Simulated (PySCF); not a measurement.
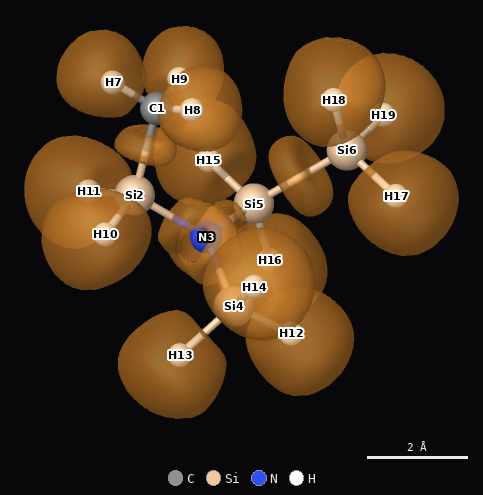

Figure. CH13NSi4 (SMILES C[SiH2]N([SiH3])[SiH2][SiH3]). Isosurface of the electron localisation function at 0.8 (orange), seen at a tilt. Only the valence region is drawn (cores and ρ < 0.01 e/Å³ removed).

Geometry: GFN2-xTB.

Level of theory: PBE0/pcSseg-1, SCF density, gas phase, non-relativistic in PySCF 2.14.0.

Input file:

```
{"job": {"kind": "nmr", "xc": "PBE0", "basis": "pcSseg-1"}, "charge": 0, "multiplicity": 1}
C     -0.898881     2.158049     0.672195
Si    -1.663630     0.808912    -0.418581
N     -0.587476    -0.561466    -0.527595
Si    -1.060278    -2.081399     0.172016
Si     1.024180    -0.345562    -1.184523
Si     2.584985    -0.233643     0.508111
H     -1.566495     3.010339     0.753343
H     -0.704037     1.795181     1.677848
H      0.042361     2.513346     0.261626
H     -2.926583     0.337428     0.153653
H     -1.883142     1.320450    -1.776600
H     -0.019679    -3.055366    -0.153773
H     -2.344786    -2.482127    -0.402003
H     -1.171745    -1.944023     1.628241
H      0.947564     0.860026    -2.024888
H      1.237790    -1.470877    -2.109755
H      2.763616    -1.501285     1.228105
H      2.304068     0.764470     1.549780
H      3.912365     0.116799    -0.014663
```

Run with:

```sh
OMP_NUM_THREADS=1 python probes_run.py task.json out
```

**Describe the localisation domains.**

At this value the surface marks out one region between bonded C–Si atoms (shared pairs), one region between bonded Si–Si atoms (shared pairs), 13 regions around hydrogen nuclei and one region on N in which the atom's valence shell and bonds are merged. Along the contacts the grid gives the following. Si–N (1.74 Å): the ELF peaks at about 0.90 between the atoms; a shared but strongly polarised pair. C–Si (1.90 Å): the ELF peaks at about 0.95 between the atoms; a covalent bond.
